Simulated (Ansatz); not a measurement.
Electronic density of states of amorphous Si14Pb10O38, density 4.43 g/cm³, on a 2×2×2 Γ-centred mesh with a Gaussian width of 0.1 eV; energies count from the Fermi level, whose place inside the gap is arbitrary. Cell and mesh are small, so fine structure isn't converged. Computed with PBE, scalar-relativistic without spin-orbit coupling (plane waves to 420 eV, PAW; Ansatz, a first-principles code). Sampling: a 2×2×2 Γ-centred mesh; Fermi-Dirac width 0.02 eV; no spin polarisation. At PBE the levels at both edges of the gap are localised (band-tail or defect states), and the nearest spread-out levels lie 4.1 eV apart at the zone centre.

A CHGNet melt-quench gave the starting glass, which DFT then relaxed. O atoms were pushed apart under 1.9 Å during the dynamics, to hinder bonds among them. The hot cell started wider than the set density and was brought back towards it in steps. It is the lowest in DFT energy of 2 quenches. It is a model cell: composition and starting density were chosen by hand, and all elements were melted together. No dispersion term was used. Its density started from a set value of 5.16 and ended at 4.43 g/cm³. The simulated quench (nominally 260 K/ps over its main leg) is rapid and tends to freeze in more defects than a deposited or slowly cooled glass has. Values belong to this one cell and scatter from quench to quench. Volume and shape were free in the relaxation.

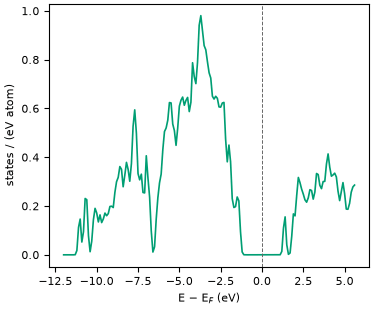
*Density of states per atom*

The gap between localised states on this mesh is 2.71 eV; the broadening fills part of it in the curve.
